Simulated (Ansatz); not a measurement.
## Phonon calculation of CH5BMg

- system: CH5BMg, SMILES C[BH][MgH]
- method: RKS PBE0-D4/def2-SVPD (Ansatz 0.2.0)

It belongs to a series of runs on one base structure; here: vibrations at the highest image of the band.

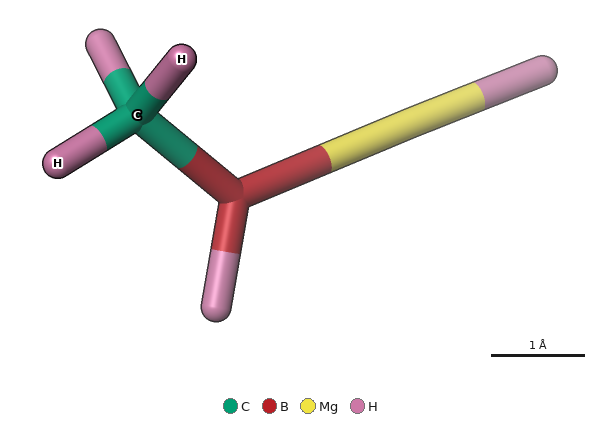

The structure as given in the input (stick view, seen at a tilt). Sticks mark near contacts. Bond lengths as drawn: B–C 1.57 Å, B–H 1.22 Å, B–Mg 2.30 Å, C–H 1.10 to 1.11 Å and H–Mg 1.72 Å.

## The input
```yaml
crystal:
  periodic: [false, false, false]
  atoms:
    - { symbol: C, position_ang: [-0.357345, 0.981639, -0.726681] }
    - { symbol: B, position_ang: [0.378419, 0.286764, 0.474239] }
    - { symbol: Mg, position_ang: [0.345161, -1.971676, 0.925342] }
    - { symbol: H, position_ang: [-1.438446, 0.748924, -0.68551] }
    - { symbol: H, position_ang: [-0.24148, 2.073462, -0.811416] }
    - { symbol: H, position_ang: [-0.03589, 0.520959, -1.679331] }
    - { symbol: H, position_ang: [1.013192, 1.01427, 1.218636] }
    - { symbol: H, position_ang: [0.3364, -3.654331, 1.284711] }
basis:
  gaussian: { orbitals: def2-SVPD }
hamiltonian:
  xc: pbe0
  dispersion: d4
phonons: {}
```

Run on 2 threads of Intel Xeon @ 2.90GHz (Ice Lake), 16 GiB of memory available, shared host.

Launched with:
```bash
ansatz run input.yaml --threads 2 --pin off --max-ram 3072MiB --backend cpu --events-out ev --progress --plain --runs-dir out
```

## What the program printed
```
Engine: ansatz 0.2.0, x86_64-unknown-linux-gnu
Functional definition: PBE0
  parameter a = 0.25
  parameter kappa = 0.804
  parameter beta = 0.06672455060314922
  exchange = (1 - a)*pbe_x(kappa = kappa, mu = beta*pi^2/3) + a*exact_x
  correlation = pbe_c(beta = beta)
856 factors; their error is unknown
mean field evaluation 1: about -7224.0417 eV, gradient 4.2e1 eV
mean field evaluation 2: about -7222.4577 eV, gradient 4.7e1 eV
mean field evaluation 4: about -7228.9385 eV, gradient 7.2e-1 eV
mean field evaluation 8: about -7228.9855 eV, gradient 1.2e-1 eV
mean field -7228.98555584 eV, -265.6603191948 hartree, gradient 2.2e-5 eV, S^2 0.000000; 0 other end points of the search recorded, 0 dependent functions left out
the calculation of the forces begins
reference -7228.98560027 eV, -265.6603208275 hartree; 14, 14 occupied and 87, 87 virtual orbitals, 856 factors
these checks for a lower state are left out or cut short: stability, starts, cluster_reference, orbital_swaps, neighbouring_geometries, increment
856 factors; their error is unknown
mean field evaluation 16: about -7228.9403 eV, gradient 2.3e-1 eV
mean field -7228.98535457 eV, -265.6603117983 hartree, gradient 9.3e-7 eV, S^2 0.000000; 0 other end points of the search recorded, 0 dependent functions left out
[... from here on the field's lines of each further geometry are left out, up to the last ...]
the calculation of the forces begins
reference -7228.98560012 eV, -265.6603208221 hartree; 14, 14 occupied and 87, 87 virtual orbitals, 856 factors
these checks for a lower state are left out or cut short: stability, starts, cluster_reference, orbital_swaps, neighbouring_geometries, increment
856 factors; their error is unknown
mean field -7228.98555165 eV, -265.6603190408 hartree, gradient 1.8e-6 eV, S^2 0.000000; 0 other end points of the search recorded, 0 dependent functions left out
the calculation of the forces begins
reference -7228.98559608 eV, -265.6603206734 hartree; 14, 14 occupied and 87, 87 virtual orbitals, 856 factors
WARN: phonons: modes at or below zero, which the zero-point energy, F, S and C_V leave out: 1, the lowest at -210.66 cm⁻¹. A minimum has none, and a first-order saddle one
Total energy: -7229.07314015 eV, -265.6635378589 hartree
Atom 0 at    -0.357345     0.981639    -0.726681 Å, force    -0.023791     0.017766    -0.017777 eV/Å
Atom 1 at     0.378419     0.286764     0.474239 Å, force    -0.000211     0.007424     0.000378 eV/Å
Atom 2 at     0.345161    -1.971676     0.925342 Å, force     0.000105    -0.019575     0.005013 eV/Å
Atom 3 at    -1.438446     0.748924    -0.685510 Å, force     0.032348     0.003100    -0.001827 eV/Å
Atom 4 at    -0.241480     2.073462    -0.811416 Å, force    -0.000888    -0.023338    -0.000167 eV/Å
Atom 5 at    -0.035890     0.520959    -1.679331 Å, force    -0.009392     0.008477     0.011459 eV/Å
Atom 6 at     1.013192     1.014270     1.218636 Å, force     0.001399     0.001588     0.003537 eV/Å
Atom 7 at     0.336400    -3.654331     1.284711 Å, force     0.000429     0.004558    -0.000615 eV/Å
Dipole moment:    -0.061360     0.205620    -0.132206 e Å
Vibrations: -210.66 159.47 290.96 335.05 437.88 440.57 803.05 834.97 961.80 1084.05 1272.33 1410.64 1416.12 1560.96 2512.54 3005.82 3072.87 3111.23 cm⁻¹, zero-point energy 1.407859 eV
```

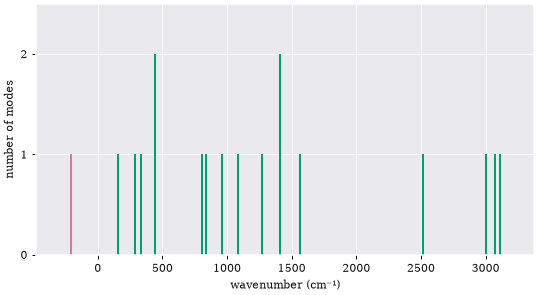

Harmonic vibrational wavenumbers from the force constants; neighbouring modes closer than 15 cm⁻¹ are counted in one stick, and imaginary ones are drawn at negative wavenumbers. 18 modes from 210i to 3111 cm⁻¹, 1 imaginary beyond 8i (210i cm⁻¹): a first-order saddle point, if the geometry is stationary.

## Key numbers

| quantity | value |
| --- | --- |
| outcome | converged |
| total energy | −7229.0731 eV |
| mean-field energy | −7228.9856 eV |
| largest force (length of the vector) | 0.035 eV/Å |
| wall time | 38 s (CPU time 73 s) |
| peak memory | 0.19 GiB |
